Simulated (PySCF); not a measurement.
Input file:

```
{"job": {"kind": "uv", "xc": "wB97X-D", "basis": "def2-SVPD", "nstates": 8, "ntriplets": 3}, "charge": 0, "multiplicity": 1}
C     -2.067521     0.131977     0.440518
C     -0.717097     0.542083    -0.142912
Si    -0.028517    -0.611185    -1.537261
C      1.327696    -1.149733    -0.252231
F      2.641142    -1.097507    -0.705401
Si     0.794953     0.221382     1.009242
C      1.972234     1.665832     0.984621
N      2.682235     2.564241     0.966279
H     -2.856026     0.241627    -0.302147
H     -2.054111    -0.906573     0.765675
H     -2.325324     0.751299     1.298583
H     -0.795168     1.585078    -0.457450
H      0.546295     0.093218    -2.676548
H     -0.923354    -1.694831    -1.942573
H      1.203262    -2.165925     0.134489
H      0.591701    -0.162039     2.405705
```

Launched as:

```sh
OMP_NUM_THREADS=1 python probes_run.py task.json out
```

Geometry: GFN2-xTB.

The calculation used wB97X-D/def2-SVPD, SCF density, gas phase in PySCF.

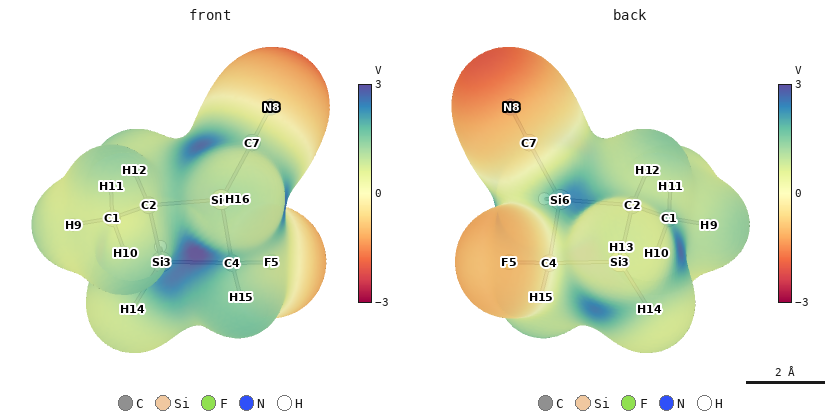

C₄H₈FNSi₂. The molecular electrostatic potential painted on the density surface at 0.004 e/bohr³, seen from the front and from behind; red is negative and blue positive.

Describe the electrostatic potential map.

The most negative region (about −2.0 V, or −46 kcal/mol for a unit charge) lies over N8, the most positive (about +2.9 V, or +67 kcal/mol for a unit charge) over Si6. N8 is the likeliest acceptor of a hydrogen bond.

How polar is the molecule by this calculation?

Its dipole moment is 5.24 D.
